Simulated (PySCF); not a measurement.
# AlH (SMILES [AlH]) at wB97X/def2-TZVPPD

Aim: the vertical ionisation energy of AlH at wB97X/def2-TZVPPD, from 2 runs. The job is set up through a Python script.

Program for the calculation: PySCF 2.14.0.

3 further runs of the same task are left out: 3 set aside as unsound or not needed.

## 1. Starting point

AlH has 2 atoms, charge 0, and is taken as a singlet. As SMILES, `[AlH]`. Geometry: relaxed at PBE0-D4/def2-TZVP.

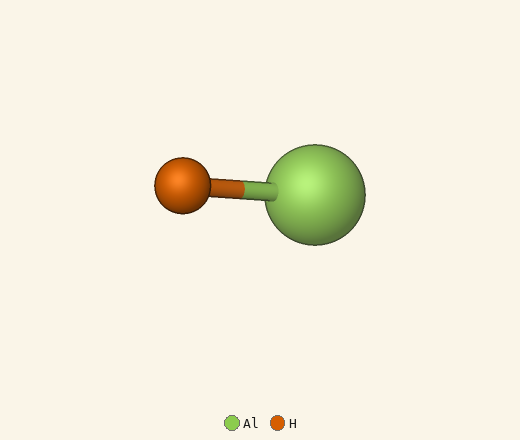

The structure, seen from a chosen angle (aluminium green, hydrogen orange).

## 2. The energy at wB97X/def2-TZVPPD

Input file input.py:

```python
from pyscf import gto, dft

molecule = gto.M(
    atom='''
Al     0.000000     0.000000    -0.048453
H      0.000000     0.000000     3.097469
''',
    basis='def2-tzvppd',
    spin=0,
    max_memory=1860,
    unit='bohr',
    verbose=3,
)

mf = dft.RKS(molecule, xc='wb97x')
mf.conv_tol = 1e-10
mf.grids.level = 5
mf.kernel()
if not mf.converged:
    mf = mf.newton().run(mf.mo_coeff, mf.mo_occ)

e_tot = mf.e_tot
print('E(%s) = %.9f' % ('WB97X', e_tot))
```

Launch:

```
$ OMP_NUM_THREADS=1 python input.py
```

What it wrote:

```text
converged SCF energy = -242.968931438221
E(WB97X) = -242.968931438
```

Run time: 3.3 s. Hardware: 1 thread of Arm Neoverse V2, shared host; peak memory 0.3 GiB.

## 3. The doublet cation

Input file input.py:

```python
from pyscf import gto, dft

mol = gto.Mole()
mol.atom = '''
Al     0.000000     0.000000    -0.025640
H      0.000000     0.000000     1.639110
'''
mol.charge = 1
mol.spin = 1
mol.basis = 'def2-tzvppd'
mol.verbose = 4
mol.max_memory = 1860
mol.build()

mf = dft.UKS(mol, xc='wb97x')
mf.grids.level = 5
mf.conv_tol = 1e-10
mf.kernel()
if not mf.converged:
    mf = mf.newton().run(mf.mo_coeff, mf.mo_occ)

energy = mf.e_tot
print(f'total energy: {energy:.8f} hartree')
```

Launch:

```
$ OMP_NUM_THREADS=1 python input.py
```

What it wrote:

```text
PySCF version 2.14.0

[INPUT] num. atoms = 2
[INPUT] num. electrons = 13
[INPUT] charge = 1
[INPUT] spin (= nelec alpha-beta = 2S) = 1
[INPUT] symmetry False subgroup None
[INPUT] Mole.unit = angstrom
[INPUT] Symbol           X                Y                Z      unit          X                Y                Z       unit  Magmom
[INPUT]  1 Al     0.000000000000   0.000000000000  -0.025640000000 AA    0.000000000000   0.000000000000  -0.048452577834 Bohr   0.0
[INPUT]  2 H      0.000000000000   0.000000000000   1.639110000000 AA    0.000000000000   0.000000000000   3.097468988036 Bohr   0.0

nuclear repulsion = 4.13233442977024
number of shells = 23
number of NR pGTOs = 88
number of NR cGTOs = 65
basis = def2-tzvppd
ecp = {}

******** <class 'pyscf.dft.uks.UKS'> ********
method = UKS
initial guess = minao
damping factor = 0
level_shift factor = 0
DIIS = <class 'pyscf.scf.diis.CDIIS'>
diis_start_cycle = 1
diis_space = 8
diis_damp = 0
SCF conv_tol = 1e-10
SCF conv_tol_grad = None
SCF max_cycles = 50
direct_scf = True
direct_scf_tol = 1e-13
number electrons alpha = 7  beta = 6
XC library pyscf.dft.libxc version 7.0.0
    S. Lehtola, C. Steigemann, M. J.T. Oliveira, and M. A.L. Marques.,  SoftwareX 7, 1–5 (2018)
XC functionals = wb97x
radial grids:
    Treutler-Ahlrichs [JCP 102, 346 (1995); DOI:10.1063/1.469408] (M4) radial grids

becke partition: Becke, JCP 88, 2547 (1988); DOI:10.1063/1.454033
pruning grids: <function nwchem_prune>
grids dens level: 5
symmetrized grids: False
atomic radii adjust function: <function treutler_atomic_radii_adjust>
small_rho_cutoff = 0
Set gradient conv threshold to 1e-05
tot grids = 66592
init E= -242.758505124909
[... the frontier-level lines of each cycle are left out ...]


cycle= 1 E= -242.641362818939  delta_E= 0.117  |g|= 0.142  |ddm|= 0.697
cycle= 2 E= -242.663335036998  delta_E= -0.022  |g|= 0.066  |ddm|= 0.385
cycle= 3 E= -242.665084265105  delta_E= -0.00175  |g|= 0.0171  |ddm|= 0.0721
cycle= 4 E= -242.665581555024  delta_E= -0.000497  |g|= 0.0045  |ddm|= 0.0572
cycle= 5 E= -242.66563794838  delta_E= -5.64e-05  |g|= 0.00186  |ddm|= 0.0161
cycle= 6 E= -242.665651552996  delta_E= -1.36e-05  |g|= 0.000789  |ddm|= 0.0078
cycle= 7 E= -242.665654459394  delta_E= -2.91e-06  |g|= 0.000203  |ddm|= 0.00453
cycle= 8 E= -242.665654586656  delta_E= -1.27e-07  |g|= 3.51e-05  |ddm|= 0.00109
cycle= 9 E= -242.665654588555  delta_E= -1.9e-09  |g|= 7.13e-06  |ddm|= 0.000134
cycle= 10 E= -242.665654588655  delta_E= -1e-10  |g|= 1.05e-06  |ddm|= 3.65e-05
cycle= 11 E= -242.665654588657  delta_E= -1.51e-12  |g|= 1.95e-07  |ddm|= 4.77e-06
Extra cycle  E= -242.665654588657  delta_E= -3.13e-13  |g|= 6.59e-08  |ddm|= 6.69e-07
converged SCF energy = -242.665654588657  <S^2> = 0.75932054  2S+1 = 2.0092989
total energy: -242.66565459 hartree
```

Run time: 5.7 s. Hardware: 1 thread of Arm Neoverse V2, shared host; peak memory 0.31 GiB.

## 4. What came out

At wB97X/def2-TZVPPD:

| quantity | value |
| --- | --- |
| singlet AlH: total energy | -242.96893 Eh |
| singlet AlH: dipole moment | 0.07 D |
| singlet AlH: HOMO energy | -7.98 eV |
| singlet AlH: LUMO energy | 0.11 eV |
| singlet AlH: HOMO–LUMO gap | 8.08 eV |
| doublet cation: total energy | -242.66565 Eh |
| doublet cation: HOMO energy (highest over α and β) | -16.26 eV |
| doublet cation: LUMO energy (lowest over α and β) | -8.97 eV |
| doublet cation: ⟨S²⟩ | 0.759 |
| vertical ionisation energy (to the doublet cation) | 8.253 eV |

Removing an electron at fixed nuclei costs 8.25 eV (190 kcal/mol). The negative HOMO energy of the first species, 7.98 eV, lies 0.28 eV below that difference.
